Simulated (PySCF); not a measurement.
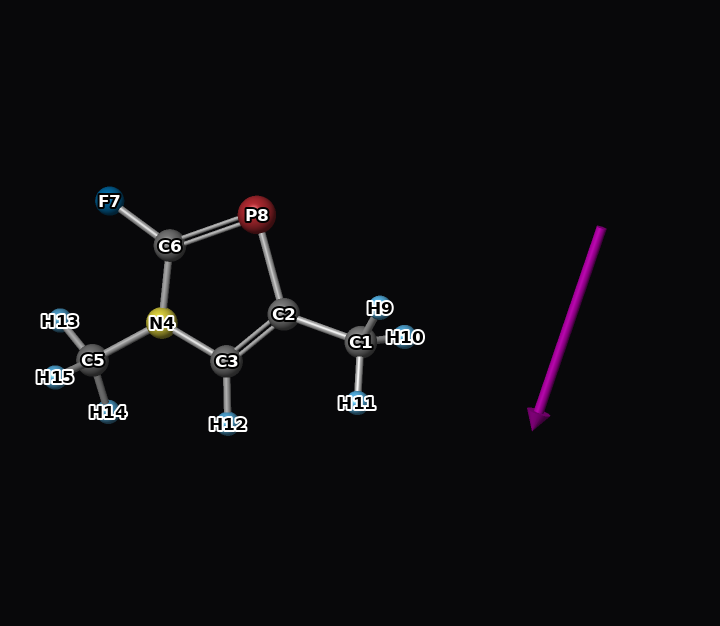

The arrow beside the molecule shows the direction of the dipole moment, from the negative to the positive end (its length means nothing). The computed structure is the end point of a GFN2-xTB optimisation. No frequency run is at hand to confirm it as a minimum. Method: B3LYP/def2-SVPD, gas phase (PySCF 2.14.0).

How large is the dipole moment?

Answer. 3.64 D; it points from the side of P8 to the side of H14 (the outermost atoms at the two ends).

The geometry is semi-empirical. Around P such bond lengths and angles can be off by a tenth of an ångström or more and by several degrees, and values that hang on the shape move with them.
